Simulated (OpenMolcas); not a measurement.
**BF (SMILES [B]F): the energy, rung by rung**

The species is BF (2 atoms), meant as a singlet with charge 0. SMILES: `[B]F`. The coordinates come from a PBE0-D4/def2-TZVP relaxation.

```tsv
atom	x (Å)	y (Å)	z (Å)
B	0.0000	0.0000	-0.0094
F	0.0000	0.0000	1.2537
```

Each level gives the energy change with the B1–F2 bond stretched from 1.263 to 2.210 Å (eV). The values are calculated.

```
                    level                   kind     program  value (eV)  less FCI/STO-3G  CPU time (all runs)
   HF/STO-3G (restricted)           Hartree–Fock  OpenMolcas        7.96            +2.07                2.6 s
SVWN5/STO-3G (restricted)                    LDA  OpenMolcas        6.44            +0.55                4.8 s
  PBE/STO-3G (restricted)                    GGA  OpenMolcas        5.99            +0.10                4.6 s
 PBE0/STO-3G (restricted)          global hybrid  OpenMolcas        6.81            +0.92                5.1 s
  MP2/STO-3G (restricted)    perturbation theory  OpenMolcas        7.22            +1.33                2.7 s
    SC-NEVPT2(2,2)/STO-3G         multireference  OpenMolcas        7.20            +1.31                2.7 s
 CISD/STO-3G (restricted)  coupled cluster or CI  OpenMolcas        6.22            +0.33                2.9 s
               FCI/STO-3G     exact in the basis  OpenMolcas        5.89             0.00                3.3 s
```

FCI/STO-3G is exact within its basis and frozen core, so for wave-function methods in that basis the difference is their error; functionals converge differently with the basis, so for them it is only a difference. Spin-restricted single references rise too steeply as a bond breaks, Hartree–Fock most of all. The first shape isn't each level's own minimum. The values span 5.89 to 7.96 eV. All rows use very small basis sets, so even the best lies far from the true value. CPU times are rough (shared hosts, several kinds of processor): they show what a rung costs within a factor of a few.

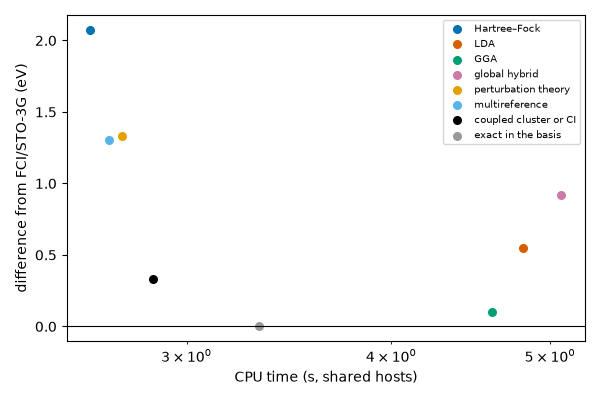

Difference from FCI/STO-3G against processor time, one point a level.
